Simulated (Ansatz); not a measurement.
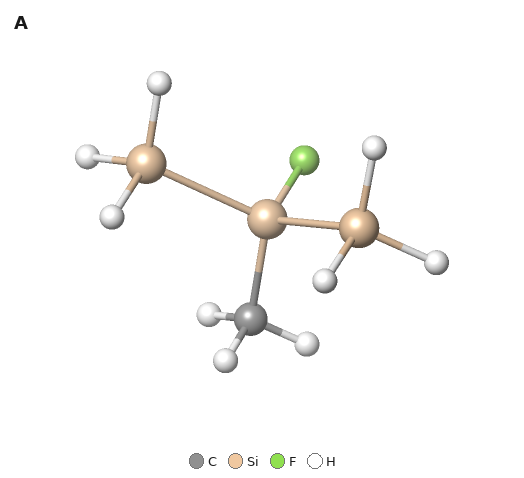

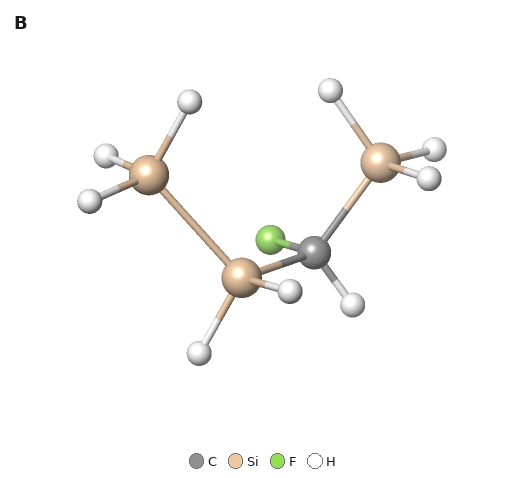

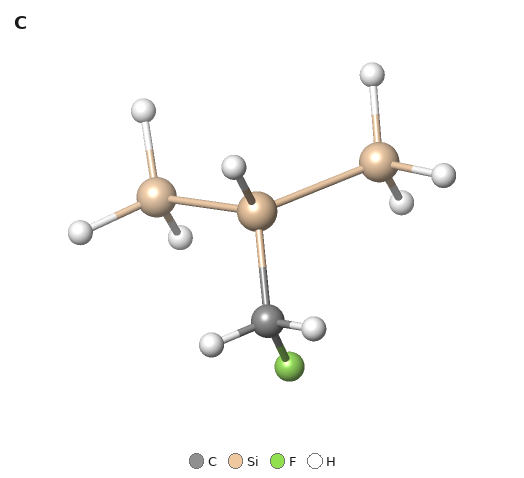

3 stationary structures of one formula. Geometries: PBE0-D4/def2-TZVP. Electronic energies: CCSD(T)/CBS (MP2 limit from def2-TZVPP and def2-QZVPP plus CCSD(T) − MP2) (Ansatz 0.2.0), without zero-point energy. No frequency run is at hand to confirm each as a minimum. Each is one conformer, not always the lowest.

**Are they conformers, stereoisomers or constitutional isomers?**

They are constitutional isomers of CH9FSi3: A `C[Si](F)([SiH3])[SiH3]`, B `F[C@@H]([SiH3])[SiH2][SiH3]`, C `FC[SiH]([SiH3])[SiH3]`.

**Which structure is the most stable?**

A is lowest; C lies 56.7 kcal/mol above it, B lies 61.4 kcal/mol above it.
